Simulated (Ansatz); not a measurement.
**What N → Sb does to GaN**

Consider GaN in the wurtzite structure (space group P6_3mc, No. 186; a = 3.183 Å, c = 5.184 Å).

Now apply this change: Sb takes the place of N on all its sites, then cell and atoms are relaxed.

Computed with r2SCAN (Ansatz, a program for electronic structure; PAW; 500 eV plane waves; without spin-orbit coupling). Settings: 12×12×7 k-points, 0.05 eV Fermi–Dirac smearing.

* **Density**: 5.52 g/cm³ (base 6.11 g/cm³)
* **Lattice parameter a**: 4.321 Å (base 3.183 Å)
* **c/a ratio**: 1.650 (base 1.628)
* **Space group**: P6_3mc (No. 186) (base P6_3mc (No. 186))
* **Shortest interatomic distance**: 2.652 Å (base 1.946 Å)
* **Band gap**: 0.40 eV (base 2.35 eV)
* **Gap character**: direct at Γ (base direct at Γ)
* **Width of the top valence band**: 2.88 eV (base 2.85 eV)
* **Valence-band top at Γ (three highest levels, from the VBM)**: 0.00, 0.00, -0.21 eV (base 0.00, 0.00, -0.04 eV)

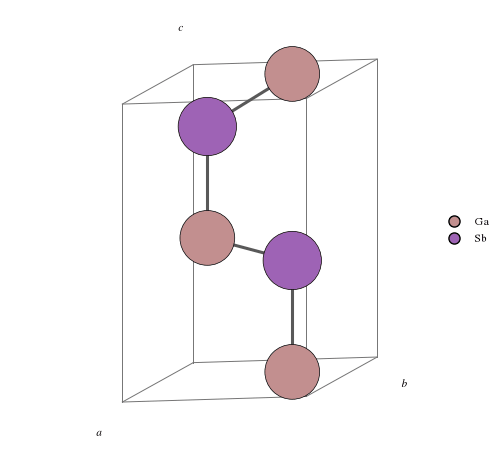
The relaxed conventional cell after the change

With Sb present, leaving out spin-orbit coupling can change the band edges. Stability against distortions was not tested. For GaSb in this form, whether it has been made was not checked. This is not the structure that GaSb has at room temperature and ambient pressure.
